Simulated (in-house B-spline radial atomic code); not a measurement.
**Pb⁷⁰⁺: excited configurations in jj coupling**

How much energy does it take to promote electrons of Pb⁷⁰⁺ to other shells? Each configuration is solved by itself and compared with the reference.

Program: in-house B-spline radial atomic code version 1. Level of theory: Dirac-Hartree-Fock, average of configuration, Fermi nucleus, basis-set limit. These are calculated values, not measurements, unless marked.

## Step 1: The atom as given

```
element       : lead (Z = 82)
charge        : +70
electrons     : 12
configuration : 1s2 2s2 2p6 3s2
Hamiltonian   : Dirac-Coulomb
nucleus       : Fermi, rms radius 5.501 fm
```

Settings of the run:

```ini
Z = 82
electrons = 12.0
configuration = 1s2 2s2 2p6 3s2
hamiltonian = dirac
method = hf
spin_polarised = False
nucleus = fermi
rms_radius = 5.5012
mass_number = 208
atomic_mass = 207.976652005
speed_of_light = 137.035999084
```

This reference run was done before. Its total energy is -14607.836395 hartree, and its levels are (the highest eight at most):

```tsv
orbital	occupation	energy (eV)	<r> (bohr)
1s1/2	2	-95066.6	0.01604
2s1/2	2	-22094.9	0.06589
2p1/2	2	-21505.1	0.05412
2p3/2	4	-19244.9	0.06263
3s1/2	2	-9014.82	0.1600
```

## Step 2: Run with 1s2 2s2 2p-1 2p+4 3s2 5g+1

In configurations, a minus sign after the shell means j = l − 1/2 and a plus sign j = l + 1/2; the count of electrons follows.

Settings of the run:

```ini
Z = 82
electrons = 12.0
configuration = 1s2 2s2 2p-1 2p+4 3s2 5g+1
hamiltonian = dirac
method = hf
spin_polarised = False
nucleus = fermi
rms_radius = 5.5012
mass_number = 208
atomic_mass = 207.976652005
speed_of_light = 137.035999084
```

## Step 3: Configuration 1s2 2s2 2p6 3s1 6g-1

The settings differ from step 2 so:

```diff
@@ -2,3 +2,3 @@
 electrons = 12.0
-configuration = 1s2 2s2 2p-1 2p+4 3s2 5g+1
+configuration = 1s2 2s2 2p6 3s1 6g-1
 hamiltonian = dirac
```

## Step 4: Configuration 1s2 2s2 2p-2 2p+3 3s2 6d-1

The settings differ from step 3 so:

```diff
@@ -2,3 +2,3 @@
 electrons = 12.0
-configuration = 1s2 2s2 2p6 3s1 6g-1
+configuration = 1s2 2s2 2p-2 2p+3 3s2 6d-1
 hamiltonian = dirac
```

## Step 5: Configuration 1s2 2s2 2p6 3s1 6d+1

The settings differ from step 4 so:

```diff
@@ -2,3 +2,3 @@
 electrons = 12.0
-configuration = 1s2 2s2 2p-2 2p+3 3s2 6d-1
+configuration = 1s2 2s2 2p6 3s1 6d+1
 hamiltonian = dirac
```

## Step 6: Configuration 1s2 2s2 2p6 3s1 7s1

The settings differ from step 5 so:

```diff
@@ -2,3 +2,3 @@
 electrons = 12.0
-configuration = 1s2 2s2 2p6 3s1 6d+1
+configuration = 1s2 2s2 2p6 3s1 7s1
 hamiltonian = dirac
```

**Question.** How far above the reference does each configuration lie (order and size, in eV)?

As calculated:

| net move | configuration | energy above the reference (eV) | with Breit, QED, recoil (eV) | largest <r> (bohr) |
| --- | --- | --- | --- | --- |
| 3s → 6d5/2 | 1s2 2s2 2p6 3s1 6d+1 | 7071.49 | 7054.96 | 0.702 |
| 3s → 6g7/2 | 1s2 2s2 2p6 3s1 6g-1 | 7097.71 | 7080.83 | 0.614 |
| 3s → 7s | 1s2 2s2 2p6 3s1 7s1 | 7505.14 | 7489.38 | 0.958 |
| 2p3/2 → 6d3/2 | 1s2 2s2 2p-2 2p+3 3s2 6d-1 | 17275.0 | 17238.9 | 0.694 |
| 2p1/2 → 5g9/2 | 1s2 2s2 2p-1 2p+4 3s2 5g+1 | 18746.0 | 18684.4 | 0.385 |

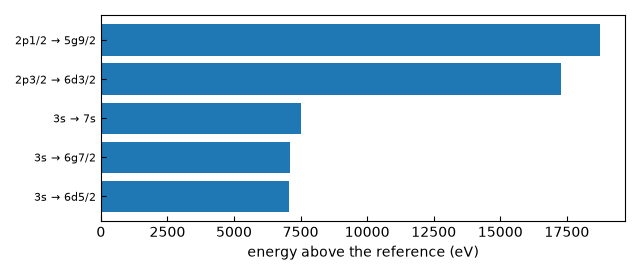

Energy of each configuration above the reference.

What this shows: The lowest of them is 3s → 6d5/2 at 7071.49 eV and the highest 2p1/2 → 5g9/2 at 18746.0 eV. 2 of them lie more than 2 % above the ionisation threshold that Koopmans' theorem gives (9014.82 eV), where such states can decay by emitting an electron. Two partly filled shells share a symmetry and can mix in the average, which may lower the energy, for: 3s → 7s. These are averages over configurations, without correlation, not spectroscopic levels.
